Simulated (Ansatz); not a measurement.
**AlFH4O3: two geometries relaxed, part 1 of 2**

Aim: relax the geometries before and after the reaction (exchange4), and see whether they are two minima and how far apart in energy. Meant to form: Al1–O6, H5–F2; to break: Al1–F2, H5–O6. The start is a guess near the saddle point, from which both ends are pulled out.

All numbers below are computed with Ansatz 0.2.0 (RKS B3LYP/def2-SVP).

### Step 1. The starting structure

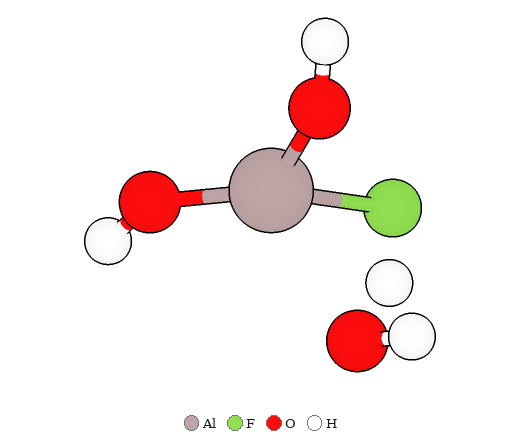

Start, viewed from a chosen angle; aluminium light grey, fluorine green, oxygen red, hydrogen white.

Coordinates:

```xyz
9

Al   -0.4963   -0.0455    0.1256
F     0.5245    1.6163   -0.6832
O    -1.7721   -0.5205   -0.7847
O    -0.3213    0.0652    1.7496
H     1.1695    0.6021   -0.7605
O     1.4573   -0.6312   -0.6405
H    -2.0649   -0.6426   -1.6752
H    -0.6203    0.2377    2.6282
H     2.1235   -0.6816    0.0406
```

### Step 2. A restrained relaxation towards end A

Springs on the bonds that form and break draw the guess towards this end; the thresholds are loose.

File input.yaml:

```yaml
crystal:
  periodic: [false, false, false]
  atoms:
    - { symbol: Al, position_ang: [-0.4963, -0.0455, 0.1256] }
    - { symbol: F, position_ang: [0.5245, 1.6163, -0.6832] }
    - { symbol: O, position_ang: [-1.7721, -0.5205, -0.7847] }
    - { symbol: O, position_ang: [-0.3213, 0.0652, 1.7496] }
    - { symbol: H, position_ang: [1.1695, 0.6021, -0.7605] }
    - { symbol: O, position_ang: [1.4573, -0.6312, -0.6405] }
    - { symbol: H, position_ang: [-2.0649, -0.6426, -1.6752] }
    - { symbol: H, position_ang: [-0.6203, 0.2377, 2.6282] }
    - { symbol: H, position_ang: [2.1235, -0.6816, 0.0406] }
basis:
  gaussian: { orbitals: def2-SVP }
hamiltonian:
  xc: b3lyp
relax:
  f_tol: 0.15
  max_steps: 25
  restrain:
    - { distance: [0, 5], at: 3.17, k: 30.0 }
    - { distance: [4, 1], at: 2.18, k: 30.0 }
    - { distance: [0, 1], at: 1.78, k: 30.0 }
    - { distance: [4, 5], at: 0.97, k: 30.0 }
output:
  orbitals: {}
```

Command:

```console
$ ansatz run input.yaml --threads 2 --pin off --max-ram 3072MiB --backend cpu --events-out ev --progress --plain --runs-dir out
```

Output (excerpt; [...] marks lines left out):

```text
Warning: RAYON_NUM_THREADS=2 ignored (pool sized by the plan → 2); use --threads N
[...]
Functional definition: B3LYP
[...]
946 factors; integrals over basis functions are off by at most 3.7e-4 eV
[...]
mean field -15515.84319693 eV, -570.1967204711 hartree, gradient 2.4e-5 eV, S^2 0.000000; 0 other end points of the search recorded, 0 dependent functions left out
[...]
reference -15515.84343007 eV, -570.1967290385 hartree; 25, 25 occupied and 69, 69 virtual orbitals, 946 factors
relax step   1: F+E_penalty+E_count = -15515.84319693 eV  Δ(F+E_penalty+E_count) = +0.000e0 eV  max|allowed force component| = 3.270e0 eV/Å  E_restraint = 32.03419890 eV  max|allowed force component, restraints' pulls added| = 3.417e1 eV/Å  Δτ_max = 0.0000 Å  (25 SCF iters, accepted)
[...]
relax step   6: F+E_penalty+E_count = -15516.50165942 eV  Δ(F+E_penalty+E_count) = -4.726e-2 eV  max|allowed force component| = 1.181e0 eV/Å  E_restraint = 0.03914131 eV  max|allowed force component, restraints' pulls added| = 4.457e-1 eV/Å  Δτ_max = 0.2000 Å  (27 SCF iters, accepted)
[...]
relax step   7: F+E_penalty+E_count = -15516.47994804 eV  Δ(F+E_penalty+E_count) = +2.171e-2 eV  max|allowed force component| = 1.543e0 eV/Å  E_restraint = 0.02905100 eV  max|allowed force component, restraints' pulls added| = 1.332e0 eV/Å  Δτ_max = 0.1950 Å  (27 SCF iters, rejected (line search))
  distance Al 0 - O 5 = 3.1565 Å
  distance H 4 - F 1 = 2.1835 Å
  distance Al 0 - F 1 = 1.7409 Å
  distance H 4 - O 5 = 0.9847 Å
[...]
946 factors; integrals over basis functions are off by at most 1.1e-3 eV
[...]
mean field -15516.53405526 eV, -570.2221090462 hartree, gradient 1.2e-5 eV, S^2 0.000000; 0 other end points of the search recorded, 0 dependent functions left out
[...]
reference -15516.53430141 eV, -570.2221180923 hartree; 25, 25 occupied and 69, 69 virtual orbitals, 946 factors
```

### Step 3. More of the same log: pulled along the bonds that form and break, towards end A

Output, continued:

```text
relax step   8: F+E_penalty+E_count = -15516.53405526 eV  Δ(F+E_penalty+E_count) = -3.240e-2 eV  max|allowed force component| = 1.095e0 eV/Å  E_restraint = 0.03578521 eV  max|allowed force component, restraints' pulls added| = 2.127e-1 eV/Å  Δτ_max = 0.0975 Å  (27 SCF iters, accepted)
  distance Al 0 - O 5 = 3.1541 Å
  distance H 4 - F 1 = 2.1840 Å
  distance Al 0 - F 1 = 1.7341 Å
  distance H 4 - O 5 = 0.9727 Å
these checks for a lower state are left out or cut short: starts, cluster_reference, orbital_swaps, neighbouring_geometries, increment
946 factors; integrals over basis functions are off by at most 1.1e-3 eV
mean field -15516.56410248 eV, -570.2232132613 hartree, gradient 1.7e-5 eV, S^2 0.000000; 0 other end points of the search recorded, 0 dependent functions left out
the calculation of the forces begins
reference -15516.56434874 eV, -570.2232223110 hartree; 25, 25 occupied and 69, 69 virtual orbitals, 946 factors
relax step   9: F+E_penalty+E_count = -15516.56410248 eV  Δ(F+E_penalty+E_count) = -3.005e-2 eV  max|allowed force component| = 1.155e0 eV/Å  E_restraint = 0.03477909 eV  max|allowed force component, restraints' pulls added| = 1.748e-1 eV/Å  Δτ_max = 0.1000 Å  (26 SCF iters, accepted)
  distance Al 0 - O 5 = 3.1550 Å
  distance H 4 - F 1 = 2.1781 Å
  distance Al 0 - F 1 = 1.7343 Å
  distance H 4 - O 5 = 0.9718 Å
these checks for a lower state are left out or cut short: starts, cluster_reference, orbital_swaps, neighbouring_geometries, increment
946 factors; integrals over basis functions are off by at most 1.1e-3 eV
mean field -15516.60340587 eV, -570.2246576341 hartree, gradient 1.2e-5 eV, S^2 0.000000; 0 other end points of the search recorded, 0 dependent functions left out
the calculation of the forces begins
reference -15516.60365139 eV, -570.2246666569 hartree; 25, 25 occupied and 69, 69 virtual orbitals, 946 factors
relax step  10: F+E_penalty+E_count = -15516.60340587 eV  Δ(F+E_penalty+E_count) = -3.930e-2 eV  max|allowed force component| = 1.195e0 eV/Å  E_restraint = 0.03758322 eV  max|allowed force component, restraints' pulls added| = 4.917e-1 eV/Å  Δτ_max = 0.1500 Å  (28 SCF iters, accepted)
  distance Al 0 - O 5 = 3.1539 Å
  distance H 4 - F 1 = 2.1769 Å
  distance Al 0 - F 1 = 1.7327 Å
  distance H 4 - O 5 = 0.9711 Å
these checks for a lower state are left out or cut short: starts, cluster_reference, orbital_swaps, neighbouring_geometries, increment
946 factors; integrals over basis functions are off by at most 1.1e-3 eV
mean field -15516.64038508 eV, -570.2260165951 hartree, gradient 7.2e-6 eV, S^2 0.000000; 0 other end points of the search recorded, 0 dependent functions left out
the calculation of the forces begins
reference -15516.64063072 eV, -570.2260256221 hartree; 25, 25 occupied and 69, 69 virtual orbitals, 946 factors
relax step  11: F+E_penalty+E_count = -15516.64038508 eV  Δ(F+E_penalty+E_count) = -3.698e-2 eV  max|allowed force component| = 1.316e0 eV/Å  E_restraint = 0.03780310 eV  max|allowed force component, restraints' pulls added| = 3.160e-1 eV/Å  Δτ_max = 0.2000 Å  (32 SCF iters, accepted)
  distance Al 0 - O 5 = 3.1537 Å
  distance H 4 - F 1 = 2.1792 Å
  distance Al 0 - F 1 = 1.7325 Å
  distance H 4 - O 5 = 0.9711 Å
these checks for a lower state are left out or cut short: starts, cluster_reference, orbital_swaps, neighbouring_geometries, increment
946 factors; integrals over basis functions are off by at most 1.1e-3 eV
mean field -15516.65748504 eV, -570.2266450070 hartree, gradient 1.9e-5 eV, S^2 0.000000; 0 other end points of the search recorded, 0 dependent functions left out
the calculation of the forces begins
reference -15516.65772993 eV, -570.2266540066 hartree; 25, 25 occupied and 69, 69 virtual orbitals, 946 factors
relax step  12: F+E_penalty+E_count = -15516.65748504 eV  Δ(F+E_penalty+E_count) = -1.710e-2 eV  max|allowed force component| = 1.050e0 eV/Å  E_restraint = 0.03926757 eV  max|allowed force component, restraints' pulls added| = 1.790e-1 eV/Å  Δτ_max = 0.1095 Å  (27 SCF iters, accepted)
  distance Al 0 - O 5 = 3.1540 Å
  distance H 4 - F 1 = 2.1784 Å
  distance Al 0 - F 1 = 1.7314 Å
  distance H 4 - O 5 = 0.9711 Å
these checks for a lower state are left out or cut short: starts, cluster_reference, orbital_swaps, neighbouring_geometries, increment
946 factors; integrals over basis functions are off by at most 1.1e-3 eV
mean field evaluation 96: about -15516.6430 eV, gradient 1.1e0 eV
mean field -15516.65737881 eV, -570.2266411033 hartree, gradient 6.5e-6 eV, S^2 0.000000; 0 other end points of the search recorded, 0 dependent functions left out
the calculation of the forces begins
reference -15516.65762388 eV, -570.2266501094 hartree; 25, 25 occupied and 69, 69 virtual orbitals, 946 factors
relax step  13: F+E_penalty+E_count = -15516.65737881 eV  Δ(F+E_penalty+E_count) = +1.062e-4 eV  max|allowed force component| = 1.184e0 eV/Å  E_restraint = 0.03800683 eV  max|allowed force component, restraints' pulls added| = 7.061e-3 eV/Å  Δτ_max = 0.0139 Å  (27 SCF iters, accepted)
  distance Al 0 - O 5 = 3.1551 Å
  distance H 4 - F 1 = 2.1784 Å
  distance Al 0 - F 1 = 1.7320 Å
  distance H 4 - O 5 = 0.9711 Å
946 factors; integrals over basis functions are off by at most 1.1e-3 eV
mean field -15516.65737881 eV, -570.2266411033 hartree, gradient 6.5e-6 eV, S^2 0.000000; 1 other end points of the search recorded, 0 dependent functions left out
the calculation of the forces begins
reference -15516.65762388 eV, -570.2266501094 hartree; 25, 25 occupied and 69, 69 virtual orbitals, 946 factors
Total energy: -15516.65762388 eV, -570.2266501094 hartree
Atom 0 at    -0.798207     0.399401     0.188374 Å, force     1.183920     0.769995    -0.907997 eV/Å
Atom 1 at     0.151336     1.516155    -0.734086 Å, force    -0.749499    -0.951757     0.753223 eV/Å
Atom 2 at    -2.059107    -0.467030    -0.529315 Å, force     0.005161     0.002213     0.000697 eV/Å
Atom 3 at    -0.477982     0.374449     1.847890 Å, force    -0.002326    -0.002940    -0.004576 eV/Å
Atom 4 at     1.856006     0.199235    -1.058273 Å, force    -0.045191     0.056281     0.001540 eV/Å
Atom 5 at     1.995178    -0.715811    -0.764431 Å, force    -0.390846     0.130593     0.145917 eV/Å
Atom 6 at    -2.240878    -0.508655    -1.472212 Å, force    -0.001451    -0.000226     0.004498 eV/Å
Atom 7 at    -0.941173    -0.186016     2.476364 Å, force     0.000480    -0.003335     0.006994 eV/Å
Atom 8 at     2.514727    -0.611829     0.045590 Å, force    -0.000247    -0.000823    -0.000295 eV/Å
Dipole moment:    -0.120536    -0.074889     0.122978 e Å
```

Run time: 29 s. Hardware: 2 threads of Arm Neoverse V1, shared host; peak memory 0.19 GiB.

Relaxation path:

```tsv
step	energy from step 1 (eV)	largest force component (eV/Å)
1	0.0000	3.2701
2	0.0663	3.1907
3	-0.3342	2.7893
4	-0.5334	1.7936
5	-0.6112	1.6306
6	-0.6585	1.1811
7x	-0.6368	1.5425
8	-0.6909	1.0948
9	-0.7209	1.1554
10	-0.7602	1.1953
11	-0.7972	1.3157
12	-0.8143	1.0501
13	-0.8142	1.1839
```

Step 1 is the start. 1 step was tried and not accepted (marked x). Energies and forces in the table leave out the springs, which the log lists apart; the run stops on the force with the springs' pull added.

After: Bond lengths: Al1–F2 1.732 Å, Al1–O3 1.690 Å, Al1–O4 1.690 Å, H5–O6 0.971 Å, O3–H7 0.961 Å, O4–H8 0.961 Å, O6–H9 0.968 Å. Angles: F2–Al1–O3 120.9°, F2–Al1–O4 115.4°, O3–Al1–O4 123.4°, Al1–O3–H7 125.4°, Al1–O4–H8 124.0°, H5–O6–H9 103.2°.

Pairs that crossed the distance rule for bonds on the way: came closer H5–O6; moved apart Al1–O6.

### Step 4. Relaxing end A

It starts where the restrained run ended.

File input.yaml:

```yaml
crystal:
  periodic: [false, false, false]
  atoms:
    - { symbol: Al, position_ang: [-0.798207, 0.399401, 0.188374] }
    - { symbol: F, position_ang: [0.151336, 1.516155, -0.734086] }
    - { symbol: O, position_ang: [-2.059107, -0.46703, -0.529315] }
    - { symbol: O, position_ang: [-0.477982, 0.374449, 1.84789] }
    - { symbol: H, position_ang: [1.856006, 0.199235, -1.058273] }
    - { symbol: O, position_ang: [1.995178, -0.715811, -0.764431] }
    - { symbol: H, position_ang: [-2.240878, -0.508655, -1.472212] }
    - { symbol: H, position_ang: [-0.941173, -0.186016, 2.476364] }
    - { symbol: H, position_ang: [2.514727, -0.611829, 0.04559] }
basis:
  gaussian: { orbitals: def2-SVP }
hamiltonian:
  xc: b3lyp
relax:
  f_tol: 0.03
  max_steps: 50
output:
  orbitals: {}
```

Command:

```console
$ ansatz run input.yaml --threads 2 --pin off --max-ram 3072MiB --backend cpu --events-out ev --progress --plain --runs-dir out
```

Output (excerpt; [...] marks lines left out):

```text
Warning: RAYON_NUM_THREADS=2 ignored (pool sized by the plan → 2); use --threads N
[...]
[... 1 set-up line as earlier in the session ...]
[...]
943 factors; integrals over basis functions are off by at most 3.0e-4 eV
[...]
mean field -15516.65736337 eV, -570.2266405357 hartree, gradient 4.4e-5 eV, S^2 0.000000; 0 other end points of the search recorded, 0 dependent functions left out
[...]
reference -15516.65760804 eV, -570.2266495274 hartree; 25, 25 occupied and 69, 69 virtual orbitals, 943 factors
relax step   1: F+E_penalty+E_count = -15516.65736337 eV  Δ(F+E_penalty+E_count) = +0.000e0 eV  max|allowed force component| = 1.184e0 eV/Å  Δτ_max = 0.0000 Å  (24 SCF iters, accepted)
[...]
relax step   4: F+E_penalty+E_count = -15517.27840015 eV  Δ(F+E_penalty+E_count) = -2.921e-1 eV  max|allowed force component| = 9.044e-1 eV/Å  Δτ_max = 0.1982 Å  (27 SCF iters, accepted)
[...]
Total energy: -15517.54612934 eV, -570.2593020826 hartree
Atom 0 at    -0.410241     0.273823    -0.056235 Å, force     0.003765     0.000179    -0.017182 eV/Å
Atom 1 at    -0.092192     1.758311    -0.785957 Å, force    -0.009860     0.008615     0.004380 eV/Å
Atom 2 at    -1.711350    -0.659708    -0.649600 Å, force     0.006651     0.006438     0.010512 eV/Å
Atom 3 at     0.041391     0.078388     1.601910 Å, force    -0.015930    -0.002801    -0.024688 eV/Å
Atom 4 at     1.923040     0.199902    -0.885358 Å, force    -0.006525     0.008355     0.004987 eV/Å
Atom 5 at     1.358574    -0.493193    -0.505783 Å, force    -0.008197    -0.021128     0.017535 eV/Å
Atom 6 at    -2.177492    -0.465896    -1.466609 Å, force    -0.001664     0.001412    -0.003634 eV/Å
Atom 7 at    -0.573165    -0.069087     2.324463 Å, force     0.009065     0.001678     0.009710 eV/Å
Atom 8 at     1.641334    -0.622641     0.423071 Å, force     0.022696    -0.002747    -0.001619 eV/Å
Dipole moment:     0.468745    -0.185993    -0.015307 e Å
```

It took 30 s on 2 threads of Arm Neoverse V1, shared host; peak memory 0.18 GiB.

Step by step:

```tsv
step	energy from step 1 (eV)	largest force component (eV/Å)
1	0.0000	1.1839
2	-0.1484	0.9256
3	-0.3289	1.1312
4	-0.6210	0.9044
5	-0.7359	1.3211
6	-0.7987	0.5570
7	-0.8279	0.2654
8	-0.8485	0.3267
9	-0.8666	0.4400
10	-0.8791	0.3116
11	-0.8845	0.1530
12	-0.8866	0.0855
13	-0.8880	0.0608
14	-0.8885	0.0247
```

Step 1 is the start.

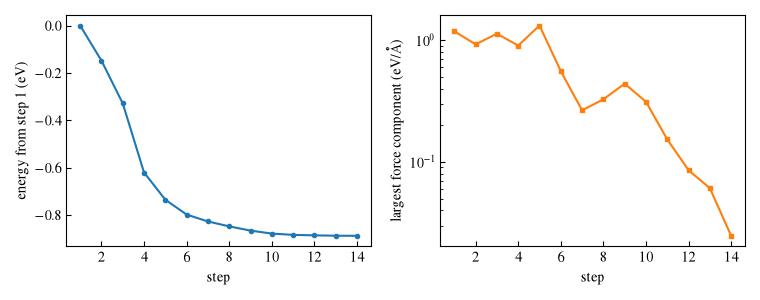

Energy and largest force along the relaxation.

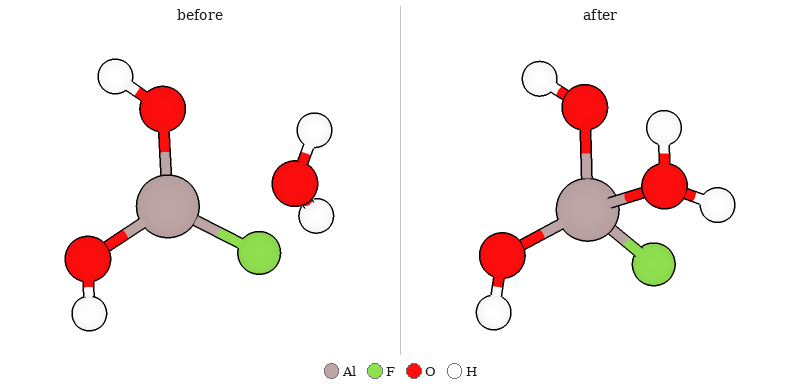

Before and after, at one scale.

After: Bond lengths: Al1–F2 1.684 Å, Al1–O3 1.708 Å, Al1–O4 1.730 Å, Al1–O6 1.980 Å, H5–O6 0.971 Å, O3–H7 0.960 Å, O4–H8 0.960 Å, O6–H9 0.980 Å. Angles: F2–Al1–O3 118.4°, F2–Al1–O4 117.7°, F2–Al1–O6 94.3°, O3–Al1–O4 118.1°, O3–Al1–O6 113.0°, O4–Al1–O6 86.6°, Al1–O3–H7 123.7°, Al1–O4–H8 124.9°, Al1–O6–H5 109.4°, Al1–O6–H9 95.4°, H5–O6–H9 107.3°.

Pairs that crossed the distance rule for bonds on the way: came closer Al1–O6.

(Continued in part 2 of 2.)
